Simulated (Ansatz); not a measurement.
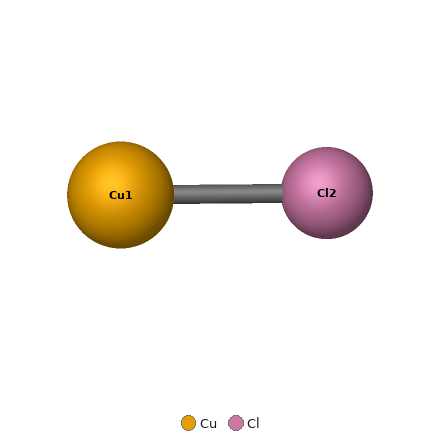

The system is ClCu; the picture shows the reference structure. First axis: separation of Cl2 and Cu1 along their line in the relaxed pair. Second axis: sideways slip of Cu1. Nothing is relaxed (both partners rigid). Grid: 15 × 15 points; 119 points were computed and 106 follow by symmetry. Points are written as (first, second). Energies are in eV, from the two partners as ions far apart, frozen as in the relaxed pair, each in its own basis (no counterpoise correction). Theory: Ansatz, RHF/def2-TZVPD.

Its coordinates:

```yaml
atoms:
  - { symbol: Cu, position_ang: [0.0000, 0.0000, -1.0900] }
  - { symbol: Cl, position_ang: [0.0000, 0.0000, 1.0900] }
```

Range: separation of Cl2 and Cu1 along their line in the relaxed pair from 1.831 to 4.431 Å; sideways slip of Cu1 from −2.200 to 2.200 Å.

Question: What landscape does the calculation give?

Answer: The lowest grid point is at (2.132 Å, −0.314 Å), −6.67 eV from the two partners as ions far apart, frozen as in the relaxed pair, each in its own basis (no counterpoise correction). The same energy is found at (2.132 Å, 0.314 Å). Other grid points that lie below all their neighbours: (2.002 Å, −0.943 Å) (0.0021 eV higher); (2.002 Å, 0.943 Å) (0.0021 eV higher). The energy also falls towards the edge at (1.831 Å, −1.257 Å) (0.0049 eV above the lowest) and (1.831 Å, 1.257 Å) (0.0049 eV above the lowest), where a further well may lie outside the range. The highest grid point, (4.431 Å, −2.200 Å), lies 3.65 eV above the lowest.

```csv
"second ↓, first →",1.831,1.896,2.002,2.132,2.281,2.446,2.625,2.816,3.019,3.232,3.454,3.686,3.926,4.175,4.431
2.200,−5.62,−5.54,−5.40,−5.23,−5.04,−4.83,−4.61,−4.39,−4.17,−3.95,−3.74,−3.54,−3.36,−3.18,−3.02
1.886,−6.08,−5.99,−5.84,−5.65,−5.43,−5.19,−4.93,−4.67,−4.41,−4.16,−3.92,−3.70,−3.49,−3.29,−3.11
1.571,−6.47,−6.39,−6.24,−6.04,−5.80,−5.53,−5.24,−4.94,−4.65,−4.36,−4.09,−3.84,−3.61,−3.39,−3.19
1.257,−6.66,−6.63,−6.53,−6.37,−6.13,−5.84,−5.52,−5.19,−4.86,−4.55,−4.25,−3.97,−3.72,−3.48,−3.27
0.943,−6.58,−6.65,−6.66,−6.57,−6.38,−6.10,−5.76,−5.41,−5.05,−4.71,−4.38,−4.08,−3.81,−3.56,−3.33
0.629,−6.23,−6.45,−6.63,−6.66,−6.53,−6.28,−5.94,−5.57,−5.19,−4.83,−4.48,−4.16,−3.88,−3.61,−3.38
0.314,−5.80,−6.16,−6.52,−6.67,−6.60,−6.38,−6.05,−5.68,−5.28,−4.90,−4.55,−4.22,−3.92,−3.65,−3.41
0.000,−5.60,−6.03,−6.46,−6.66,−6.62,−6.41,−6.09,−5.71,−5.32,−4.93,−4.57,−4.23,−3.93,−3.66,−3.42
−0.314,−5.80,−6.16,−6.52,−6.67,−6.60,−6.38,−6.05,−5.68,−5.28,−4.90,−4.55,−4.22,−3.92,−3.65,−3.41
−0.629,−6.23,−6.45,−6.63,−6.66,−6.53,−6.28,−5.94,−5.57,−5.19,−4.83,−4.48,−4.16,−3.88,−3.61,−3.38
−0.943,−6.58,−6.65,−6.66,−6.57,−6.38,−6.10,−5.76,−5.41,−5.05,−4.71,−4.38,−4.08,−3.81,−3.56,−3.33
−1.257,−6.66,−6.63,−6.53,−6.37,−6.13,−5.84,−5.52,−5.19,−4.86,−4.55,−4.25,−3.97,−3.72,−3.48,−3.27
−1.571,−6.47,−6.39,−6.24,−6.04,−5.80,−5.53,−5.24,−4.94,−4.65,−4.36,−4.09,−3.84,−3.61,−3.39,−3.19
−1.886,−6.08,−5.99,−5.84,−5.65,−5.43,−5.19,−4.93,−4.67,−4.41,−4.16,−3.92,−3.70,−3.49,−3.29,−3.11
−2.200,−5.62,−5.54,−5.40,−5.23,−5.04,−4.83,−4.61,−4.39,−4.17,−3.95,−3.74,−3.54,−3.36,−3.18,−3.02
```

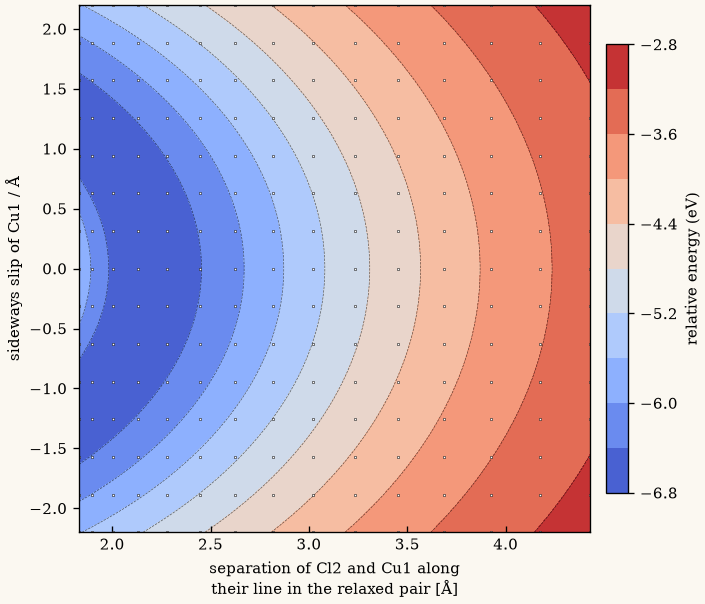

In the figure: filled contours, dots at the grid points. Between grid points the surface is interpolated.

The whole map (119 points run) took 4.1 min on 1 thread of Intel(R) Xeon(R) Platinum 8259CL CPU @ 2.50GHz (Skylake/Cascade Lake) (shared host).
